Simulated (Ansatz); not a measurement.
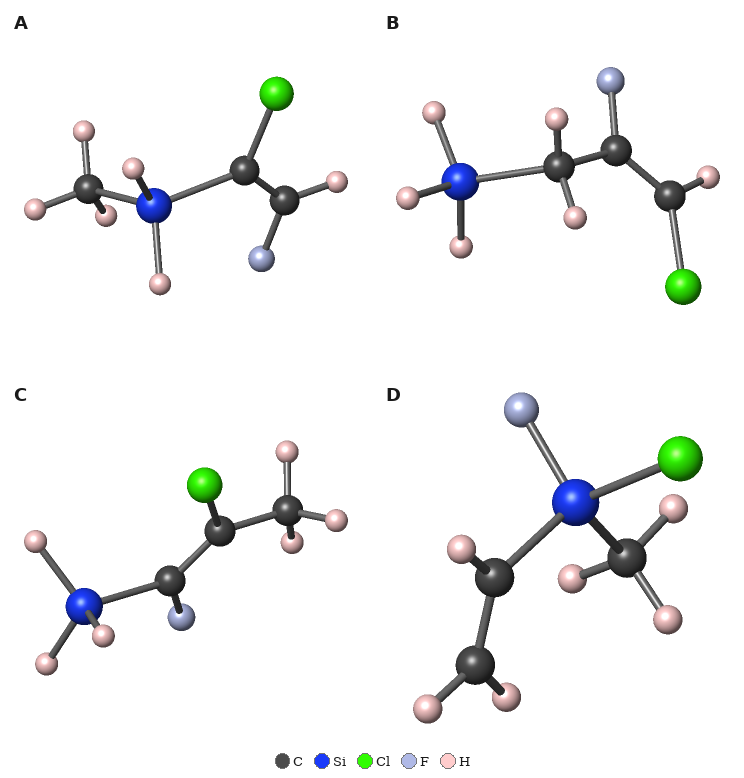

Figure made from data computed with Ansatz.

### Match each picture to its SMILES.
(1) C[SiH2]/C(Cl)=C\F
(2) C/C(Cl)=C(\F)[SiH3]
(3) F/C(=C/Cl)C[SiH3]
(4) C=C[Si@@](C)(F)Cl

A is (1), B is (3), C is (2), D is (4).
